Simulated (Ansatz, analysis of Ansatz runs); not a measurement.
# GdTaO4 (P2/c): a line between two O sites for an added hole, part 2 of 3

Aim: the energy barrier that a trapped hole meets when it moves from one O atom to another one nearby in GdTaO4 (P2/c). The model is a cell of 48 host atoms.

Ansatz 0.2.0; plane-wave PAW DFT, PBEsol+U; relaxation of all atoms of a supercell at fixed charge in a uniform background; PAW set soft_1.

So far. Step 2 (The cell without the carrier): The largest displacement from an ideal site is 0.015 Å.

## 3. The hole on the first site

The nearest neighbour or neighbours of the site start displaced and the site's starting moment is changed by the carrier's spin, since a carrier doesn't trap itself in the undistorted lattice.

Input file A.relax/input.yaml:

```yaml
crystal:
  lattice:
    - [-5.79537023, 5.49046619, 5.32125646]
    - [4.52894369, -5.49046619, 5.29342299]
    - [5.79537023, 5.49046619, -5.32125646]
  atoms:
    - { symbol: Gd, position: [0.492523, 0.373621, 0.095815], spin: 7.0 }
    - { symbol: Gd, position: [0.490239, 0.87411, 0.615924], spin: 7.0 }
    - { symbol: Gd, position: [0.990231, 0.374087, 0.61593], spin: 7.0 }
    - { symbol: Gd, position: [0.990207, 0.874082, 0.115921], spin: 7.0 }
    - { symbol: Gd, position: [0.007652, 0.124094, 0.883386], spin: -7.0 }
    - { symbol: Gd, position: [0.007661, 0.62406, 0.383399], spin: -7.0 }
    - { symbol: Gd, position: [0.507689, 0.12409, 0.383372], spin: -7.0 }
    - { symbol: Gd, position: [0.507592, 0.624046, 0.88336], spin: -7.0 }
    - { symbol: Ta, position: [0.260147, 0.373443, 0.409453] }
    - { symbol: Ta, position: [0.278766, 0.874076, 0.904477] }
    - { symbol: Ta, position: [0.778785, 0.374084, 0.904532] }
    - { symbol: Ta, position: [0.778875, 0.874087, 0.404567] }
    - { symbol: Ta, position: [0.219068, 0.124091, 0.594779] }
    - { symbol: Ta, position: [0.219029, 0.624095, 0.094768] }
    - { symbol: Ta, position: [0.719041, 0.124039, 0.094762] }
    - { symbol: Ta, position: [0.742251, 0.646238, 0.616705] }
    - { symbol: O, position: [0.222554, 0.366298, 0.582686] }
    - { symbol: O, position: [0.222584, 0.866324, 0.082696] }
    - { symbol: O, position: [0.722569, 0.366361, 0.082722] }
    - { symbol: O, position: [0.722547, 0.866317, 0.582715] }
    - { symbol: O, position: [0.464812, 0.381897, 0.356065], spin: 1.0 }
    - { symbol: O, position: [0.464709, 0.881823, 0.856002] }
    - { symbol: O, position: [0.964724, 0.381815, 0.856027] }
    - { symbol: O, position: [0.964837, 0.881926, 0.356062] }
    - { symbol: O, position: [0.275411, 0.131885, 0.416668] }
    - { symbol: O, position: [0.275225, 0.631761, 0.916528] }
    - { symbol: O, position: [0.775258, 0.131794, 0.916569] }
    - { symbol: O, position: [0.775426, 0.631954, 0.416669] }
    - { symbol: O, position: [0.033134, 0.116317, 0.643295] }
    - { symbol: O, position: [0.033113, 0.616305, 0.143264] }
    - { symbol: O, position: [0.533127, 0.116324, 0.143261] }
    - { symbol: O, position: [0.533153, 0.616344, 0.643315] }
    - { symbol: O, position: [0.257828, 0.428366, 0.08404] }
    - { symbol: O, position: [0.257867, 0.92839, 0.584152] }
    - { symbol: O, position: [0.757903, 0.428369, 0.584068] }
    - { symbol: O, position: [0.757822, 0.928302, 0.083996] }
    - { symbol: O, position: [0.404027, 0.319819, 0.829328] }
    - { symbol: O, position: [0.404045, 0.819843, 0.329313] }
    - { symbol: O, position: [0.904066, 0.319755, 0.329265] }
    - { symbol: O, position: [0.904081, 0.81981, 0.829293] }
    - { symbol: O, position: [0.24, 0.069834, 0.915288] }
    - { symbol: O, position: [0.240039, 0.569816, 0.415262] }
    - { symbol: O, position: [0.740044, 0.069802, 0.415256] }
    - { symbol: O, position: [0.739994, 0.569823, 0.915313] }
    - { symbol: O, position: [0.093849, 0.178306, 0.169985] }
    - { symbol: O, position: [0.09375, 0.678296, 0.669952] }
    - { symbol: O, position: [0.593747, 0.178399, 0.670023] }
    - { symbol: O, position: [0.593886, 0.678383, 0.170018] }
total_charge: 1
basis:
  ecutwfc: 420
  xc_grid: 2
hamiltonian:
  xc: pbesol
  hubbard:
    sites: [{ species: Gd, l: f, u_eff: 6.0 }, { species: O, l: p, u_eff: 5.0 }]
    projectors: ortho-atomic
  pseudopotentials: { kind: paw, azcp: { folder: soft_1 }, xc_functional: pbe }
kpoints:
  mp_grid: { grid: [1, 1, 1] }
magnetization:
  spin_polarized: true
  initial_magnetization: 1
  spin_locking: { lock_magnetization: hard }
scf:
  occupations: { method: fermi_dirac, width: 0.01 }
  max_iter: 120
  lower_state_search: "off"
output:
  forces: true
relax:
  f_tol: 0.015
  max_steps: 70
  escape_saddle: false
checkpoint:
  write: "../A.relax.run"
  compress: false
  write_wavefunctions: true
  write_every: 100000
```

Launch:

```sh
> ansatz run input.yaml --threads 4 --pin off --max-ram 17899MiB --backend cpu --events-out ev --progress --plain --runs-dir out
```

Numbers of over 12 decimals in the logs are rounded to 6 here.

What it wrote:

```text
[...]
Crystal: 48 atoms, lattice volume = 601.503 Å³
Basis set: ecut = 420 eV, 11725 PW (Γ), exchange–correlation on 144×120×144 points (8 copies of the dense FFT grid, shifted against one another)
Bands: 268, of which v1, the nominal top of the filled ones, is band 220 counted from 1 (219 counted from 0)
Symmetry: 1 space group operations
[...]
k-points: 1
[...]
Starting moments: Σ|m| = 57 μB on 9 of 48 sites
[...]
SCF iter   1: F=—  HF=-170216.517850 eV  |F-HF|=—  |Δ(HF+E_count)|=         —  Δρ=1.77e-1 (↑1.77e-1 ↓1.77e-1)  dr2=4.47e1  dr2_m=1.65e2  M=1.000 μB ∫|m|=59.098 μB  β_m=0.30  ethr=3.10e-3  ⟨swp⟩=6.0  Hψ=1960  notcnv=0
[...]
SCF iter  14: F=-170247.144883 eV  HF=-170247.144881 eV  |F-HF|=2.54e-6  |Δ(HF+E_count)|=   1.49e-5  Δρ=3.00e-5 (↑7.22e-6 ↓3.00e-5)  dr2=2.79e-6  dr2_m=1.29e-6  M=1.000 μB ∫|m|=57.718 μB  ethr=1.16e-9  ⟨swp⟩=5.0  Hψ=1922  notcnv=0
SCF 1 converged in 14 iterations: F = -170247.144883 eV  dr2 = 2.79e-6
[...]
relax step   1: F+E_penalty+E_count = -170247.14488322 eV  Δ(F+E_penalty+E_count) = +0.000e0 eV  max|allowed force component| = 5.788e0 eV/Å  Δτ_max = 0.0000 Å  (14 SCF iters, dr2 threshold 5.63e-6 eV, accepted)
[...]
relax step   2: F+E_penalty+E_count = -170248.03160800 eV  Δ(F+E_penalty+E_count) = -8.867e-1 eV  max|allowed force component| = 1.167e0 eV/Å  Δτ_max = 0.1939 Å  (11 SCF iters, dr2 threshold 1.00e-4 eV, accepted)
relax step   3: F+E_penalty+E_count = -170248.35446993 eV  Δ(F+E_penalty+E_count) = -3.229e-1 eV  max|allowed force component| = 5.050e-1 eV/Å  Δτ_max = 0.0789 Å  (6 SCF iters, dr2 threshold 8.51e-5 eV, accepted)
relax step   4: F+E_penalty+E_count = -170248.29788412 eV  Δ(F+E_penalty+E_count) = +5.659e-2 eV  max|allowed force component| = 9.406e-1 eV/Å  Δτ_max = 0.1837 Å  (7 SCF iters, dr2 threshold 1.59e-5 eV, rejected (line search))
relax step   5: F+E_penalty+E_count = -170248.42864757 eV  Δ(F+E_penalty+E_count) = -7.418e-2 eV  max|allowed force component| = 1.154e-1 eV/Å  Δτ_max = 0.0743 Å  (10 SCF iters, accepted)
relax step   6: F+E_penalty+E_count = -170248.43250297 eV  Δ(F+E_penalty+E_count) = -3.855e-3 eV  max|allowed force component| = 9.892e-2 eV/Å  Δτ_max = 0.0129 Å  (8 SCF iters, dr2 threshold 8.32e-7 eV, accepted)
relax step   7: F+E_penalty+E_count = -170248.43800198 eV  Δ(F+E_penalty+E_count) = -5.499e-3 eV  max|allowed force component| = 1.423e-1 eV/Å  Δτ_max = 0.0390 Å  (8 SCF iters, dr2 threshold 6.12e-7 eV, accepted)
relax step   8: F+E_penalty+E_count = -170248.43396275 eV  Δ(F+E_penalty+E_count) = +4.039e-3 eV  max|allowed force component| = 2.110e-1 eV/Å  Δτ_max = 0.1661 Å  (9 SCF iters, dr2 threshold 1.49e-5 eV, rejected (line search))
relax step   9: F+E_penalty+E_count = -170248.44496068 eV  Δ(F+E_penalty+E_count) = -6.959e-3 eV  max|allowed force component| = 8.638e-2 eV/Å  Δτ_max = 0.0633 Å  (10 SCF iters, accepted)
relax step  10: F+E_penalty+E_count = -170248.32767080 eV  Δ(F+E_penalty+E_count) = +1.173e-1 eV  max|allowed force component| = 1.453e0 eV/Å  Δτ_max = 0.1000 Å  (10 SCF iters, dr2 threshold 2.75e-6 eV, rejected (line search))
relax step  11: F+E_penalty+E_count = -170248.44622714 eV  Δ(F+E_penalty+E_count) = -1.266e-3 eV  max|allowed force component| = 5.543e-2 eV/Å  Δτ_max = 0.0486 Å  (13 SCF iters, accepted)
relax step  12: F+E_penalty+E_count = -170248.44667312 eV  Δ(F+E_penalty+E_count) = -4.460e-4 eV  max|allowed force component| = 3.514e-2 eV/Å  Δτ_max = 0.0118 Å  (8 SCF iters, dr2 threshold 1.13e-6 eV, accepted)
relax step  13: F+E_penalty+E_count = -170248.44673554 eV  Δ(F+E_penalty+E_count) = -6.242e-5 eV  max|allowed force component| = 2.069e-2 eV/Å  Δτ_max = 0.0052 Å  (6 SCF iters, dr2 threshold 4.96e-7 eV, accepted)
relax step  14: F+E_penalty+E_count = -170248.44524726 eV  Δ(F+E_penalty+E_count) = +1.488e-3 eV  max|allowed force component| = 1.385e-1 eV/Å  Δτ_max = 0.0093 Å  (8 SCF iters, rejected (line search))
SCF iter   1: F=—  HF=-170248.442940 eV  |F-HF|=—  |Δ(HF+E_count)|=         —  Δρ=1.29e-3 (↑1.12e-3 ↓1.29e-3)  dr2=1.11e-3  dr2_m=7.37e-3  M=1.000 μB ∫|m|=57.728 μB  β_m=0.30  ethr=2.49e-6  ⟨swp⟩=6.0  Hψ=1344  notcnv=0  defer=81
[...]
SCF iter   8: F=-170248.446815 eV  HF=-170248.446815 eV  |F-HF|=2.08e-8  |Δ(HF+E_count)|=   1.95e-7  Δρ=3.30e-6 (↑1.02e-6 ↓3.30e-6)  dr2=4.46e-8  dr2_m=1.57e-8  M=1.000 μB ∫|m|=57.726 μB  ethr=2.28e-11  ⟨swp⟩=4.0  Hψ=2334  notcnv=0
SCF 15 converged in 8 iterations: F = -170248.446815 eV  dr2 = 4.46e-8
relax step  15: F+E_penalty+E_count = -170248.44681514 eV  Δ(F+E_penalty+E_count) = -7.960e-5 eV  max|allowed force component| = 2.782e-3 eV/Å  Δτ_max = 0.0045 Å  (8 SCF iters, accepted)
NSCF: frozen V_eff on 1 k-points
[...]
SCF converged after 8 iterations
[...]
Magnetization: 1.0000 μB (220.0000 up, 219.0000 down)
Absolute magnetization: 57.7369 μB (∫|ρ↑−ρ↓|, with the PAW one-centre terms)
[...]
Per-site moments (μB) at R_I (Å): [(6.860498, 0.948029), (6.857227, 0.943526), (6.864732, 0.952018), [... 45 left out ...]
Free energy (F): -170248.446815 eV
[...]
Internal energy: -170248.446815 eV  (E = F + TS)
E sigma→0 (E₀):  -170248.446815 eV
Fermi energy:    10.345312 (↑ 11.715889, ↓ 10.344038) eV
[...]
--- Forces (eV/Å), atoms counted from 1 ---
  atom   1  Gd     0.00050666    -0.00031598    -0.00117340
  atom   2  Gd     0.00023742     0.00009984     0.00033988
  [... 6 atoms left out ...]
  atom   9  Ta    -0.00197112     0.00077032     0.00025169
  [... 6 atoms left out ...]
  atom  16  Ta     0.00100808    -0.00016591    -0.00186283
  atom  17  O     -0.00055457    -0.00041020    -0.00090665
  [... 2 atoms left out ...]
  atom  20  O      0.00013922     0.00093578    -0.00097172
  atom  21  O      0.00080414    -0.00055583     0.00016300
  [... 3 atoms left out ...]
  atom  25  O      0.00158158     0.00060220    -0.00123452
  [... 2 atoms left out ...]
  atom  28  O     -0.00057036    -0.00152631     0.00248427
  [... 3 atoms left out ...]
  atom  32  O     -0.00105675    -0.00071703    -0.00157293
  [... 2 atoms left out ...]
  atom  35  O     -0.00068128    -0.00041312     0.00030760
  [... 6 atoms left out ...]
  atom  42  O     -0.00021470    -0.00026122     0.00037474
  [... 6 atoms left out ...]
  max |Σ_I F_I| component: 6.32e-5 eV/Å
--- Band table (eV) ---
[...]
Occupation matrices written to <dir>
--- Relaxed structure (15 steps of the walk, 11 accepted, 0 SCFs on fresh bases) ---
  F+E_penalty+E_count = -170248.44681514 eV   max|allowed force component| = 2.782e-3 eV/Å
  atoms:
    - { symbol: Gd, position: [0.493640, 0.376142, 0.108222] }
    - { symbol: Gd, position: [0.492757, 0.879326, 0.617231] }
    [... 6 atoms left out ...]
    - { symbol: Ta, position: [0.263638, 0.373607, 0.407725] }
    [... 6 atoms left out ...]
    - { symbol: Ta, position: [0.740363, 0.640409, 0.609911] }
    - { symbol: O, position: [0.219782, 0.369785, 0.588484] }
    [... 2 atoms left out ...]
    - { symbol: O, position: [0.729398, 0.870782, 0.589941] }
    - { symbol: O, position: [0.430609, 0.346474, 0.325987] }
    [... 3 atoms left out ...]
    - { symbol: O, position: [0.270456, 0.131619, 0.419074] }
    [... 2 atoms left out ...]
    - { symbol: O, position: [0.768018, 0.627022, 0.413322] }
    [... 3 atoms left out ...]
    - { symbol: O, position: [0.528105, 0.587533, 0.613728] }
    [... 2 atoms left out ...]
    - { symbol: O, position: [0.749237, 0.424371, 0.574562] }
    [... 6 atoms left out ...]
    - { symbol: O, position: [0.240044, 0.576555, 0.422111] }
    [... 6 atoms left out ...]
```

It took 2.9 min on 4 threads of Arm Neoverse V1, shared host; peak memory 1.4 GiB.

Step by step:

| step | energy less that of the first step (eV) | largest force component (eV/Å) |
| --- | --- | --- |
| 1 | 0.0000 | 5.7876 |
| 2 | -0.8867 | 1.1671 |
| 3 | -1.2096 | 0.5050 |
| 4 | -1.1530 | 0.9406 |
| 5 | -1.2838 | 0.1154 |
| 6 | -1.2876 | 0.0989 |
| 7 | -1.2931 | 0.1423 |
| 8 | -1.2891 | 0.2110 |
| 9 | -1.3001 | 0.0864 |
| 10 | -1.1828 | 1.4529 |
| 11 | -1.3013 | 0.0554 |
| 12 | -1.3018 | 0.0351 |
| 13 | -1.3019 | 0.0207 |
| 14 | -1.3004 | 0.1385 |
| 15 | -1.3019 | 0.0028 |

Relaxation steps 4, 8, 10, 14 were tried and not accepted.

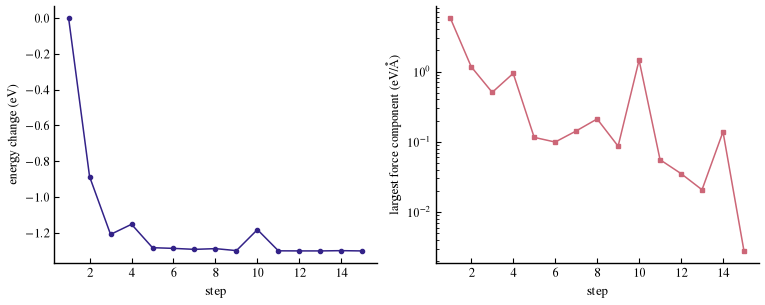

Energy and largest force along the relaxation.

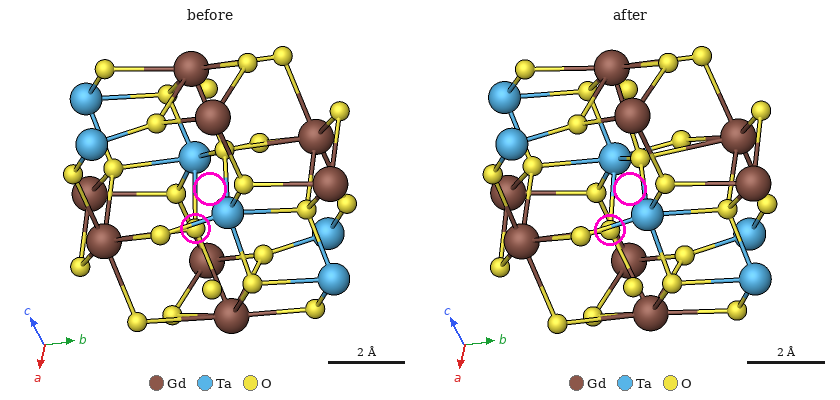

Before and after: the atoms that start within 5 Å of the centre. O21, which moves most, is ringed if it is among them. A ring with no atom in it marks the empty centre. Bonds to atoms that aren't drawn are left out.

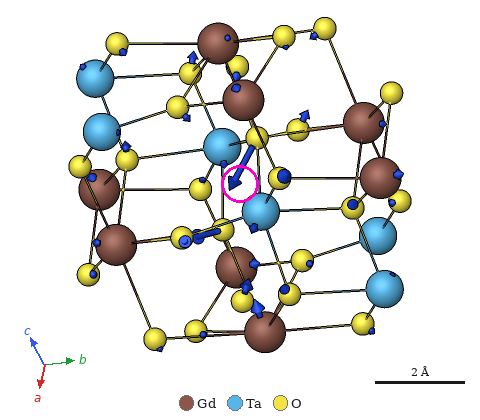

Displacements in the relaxation near the centre, exaggerated; the longest in the cell stands for 0.30 Å. A ring marks the centre wherever it is empty. Bonds to atoms that aren't drawn are left out.

The atoms that moved most (Å):

| atom | dx | dy | dz | length |
| --- | --- | --- | --- | --- |
| O21 | -0.137 | -0.158 | -0.209 | 0.296 |
| O32 | -0.273 | -0.032 | -0.022 | 0.275 |
| Gd1 | 0.077 | 0.060 | -0.047 | 0.108 |
| O40 | 0.040 | 0.075 | 0.064 | 0.107 |
| O46 | 0.071 | -0.043 | -0.042 | 0.092 |
| O35 | -0.023 | -0.078 | -0.017 | 0.083 |
| O17 | 0.065 | -0.003 | -0.027 | 0.071 |
| O42 | 0.070 | 0.001 | -0.001 | 0.070 |

The moves above count from the input, in which the site's nearest neighbours were already displaced; the distances below compare with the cell without the carrier.

Distances from O21 without and with the hole:

| atom | without (Å) | with (Å) |
| --- | --- | --- |
| Ta9 | 1.98 | 2.05 |
| Ta16 | 2.18 | 2.64 |
| O32 | 2.42 | 2.35 |
| Gd1 | 2.38 | 2.45 |
| Gd7 | 2.54 | 2.53 |

The largest changes of the moments are 0.75 μB on O21, 0.09 μB on O32 and 0.05 μB on O45. The largest part sits on the chosen site.

## 4. The hole on the second site

The same start is made on the second site, to get the end of the hop.

Input file B.relax/input.yaml:

```yaml
crystal:
  lattice:
    - [-5.79537023, 5.49046619, 5.32125646]
    - [4.52894369, -5.49046619, 5.29342299]
    - [5.79537023, 5.49046619, -5.32125646]
  atoms:
    - { symbol: Gd, position: [0.490182, 0.374066, 0.115903], spin: 7.0 }
    - { symbol: Gd, position: [0.490239, 0.87411, 0.615924], spin: 7.0 }
[... 6 atom lines left out ...]
    - { symbol: Ta, position: [0.255458, 0.351814, 0.382496] }
[... 6 atom lines left out ...]
    - { symbol: Ta, position: [0.737841, 0.624724, 0.589766] }
[... 4 atom lines left out ...]
    - { symbol: O, position: [0.464812, 0.381897, 0.356065] }
[... 10 atom lines left out ...]
    - { symbol: O, position: [0.533153, 0.616344, 0.643315], spin: 1.0 }
[... 2 atom lines left out ...]
    - { symbol: O, position: [0.757903, 0.428369, 0.584068] }
[... 6 atom lines left out ...]
    - { symbol: O, position: [0.240039, 0.569816, 0.415262] }
[... 5 atom lines left out ...]
    - { symbol: O, position: [0.593886, 0.678383, 0.170018] }
total_charge: 1
basis:
  ecutwfc: 420
  xc_grid: 2
hamiltonian:
  xc: pbesol
  hubbard:
    sites: [{ species: Gd, l: f, u_eff: 6.0 }, { species: O, l: p, u_eff: 5.0 }]
    projectors: ortho-atomic
  pseudopotentials: { kind: paw, azcp: { folder: soft_1 }, xc_functional: pbe }
kpoints:
  mp_grid: { grid: [1, 1, 1] }
magnetization:
  spin_polarized: true
  initial_magnetization: 1
  spin_locking: { lock_magnetization: hard }
scf:
  occupations: { method: fermi_dirac, width: 0.01 }
  max_iter: 120
  lower_state_search: "off"
output:
  forces: true
relax:
  f_tol: 0.015
  max_steps: 70
  escape_saddle: false
checkpoint:
  write: "../B.relax.run"
  compress: false
  write_wavefunctions: true
  write_every: 100000
```

What it wrote:

```text
[...]
Crystal: 48 atoms, lattice volume = 601.503 Å³
Basis set: ecut = 420 eV, 11725 PW (Γ), exchange–correlation on 144×120×144 points (8 copies of the dense FFT grid, shifted against one another)
Bands: 268, of which v1, the nominal top of the filled ones, is band 220 counted from 1 (219 counted from 0)
Symmetry: 1 space group operations
[...]
k-points: 1
[...]
Starting moments: Σ|m| = 57 μB on 9 of 48 sites
[...]
SCF iter   1: F=—  HF=-170216.483468 eV  |F-HF|=—  |Δ(HF+E_count)|=         —  Δρ=1.77e-1 (↑1.77e-1 ↓1.77e-1)  dr2=4.50e1  dr2_m=1.65e2  M=1.000 μB ∫|m|=59.050 μB  β_m=0.30  ethr=3.10e-3  ⟨swp⟩=6.0  Hψ=1964  notcnv=0
[...]
F+E_penalty+E_count = -170248.45003210 eV   max|allowed force component| = 2.659e-3 eV/Å
  atoms:
    - { symbol: Gd, position: [0.488149, 0.371494, 0.113652] }
    - { symbol: Gd, position: [0.493443, 0.880808, 0.617421] }
[...]
- { symbol: Ta, position: [0.257423, 0.357632, 0.389266] }
[...]
- { symbol: Ta, position: [0.734196, 0.624526, 0.591593] }
    - { symbol: O, position: [0.229774, 0.371058, 0.585904] }
[...]
- { symbol: O, position: [0.727193, 0.866347, 0.580147] }
    - { symbol: O, position: [0.469771, 0.410710, 0.385695] }
[...]
- { symbol: O, position: [0.268382, 0.127320, 0.409272] }
[...]
- { symbol: O, position: [0.778049, 0.628361, 0.410790] }
    [... 3 atoms left out ...]
    - { symbol: O, position: [0.568094, 0.651904, 0.674544] }
    [... 2 atoms left out ...]
    - { symbol: O, position: [0.757870, 0.421616, 0.577176] }
    [... 6 atoms left out ...]
    - { symbol: O, position: [0.248933, 0.573935, 0.425066] }
    [... 6 atoms left out ...]
[key lines of the parts left out:]
SCF converged after 8 iterations
Magnetization: 1.0000 μB (220.0000 up, 219.0000 down)
Free energy (F): -170248.450032 eV
Fermi energy:    10.349339 (↑ 11.718172, ↓ 10.347764) eV
```

Wall time 3 min (4 threads); peak memory 1.4 GiB.

Distances from O32 without and with the hole:

| atom | without (Å) | with (Å) |
| --- | --- | --- |
| Ta16 | 1.98 | 2.05 |
| Ta9 | 2.19 | 2.65 |
| O21 | 2.42 | 2.35 |
| Gd8 | 2.38 | 2.44 |

The largest changes of the moments are 0.75 μB on O32, 0.09 μB on O21 and 0.05 μB on O40. The largest part sits on the chosen site.

(Part 2 of 3 ends here.)

[Logs are printed without paths, hosts, clocks, repeated set-up lines and the standing remarks that a program may print on its own settings, such as how far it seeks lower states.]

[Hosts, paths, dates, database ids (printed as entryN), source tags and the programs' standing remarks are cut or masked in the printed files.]
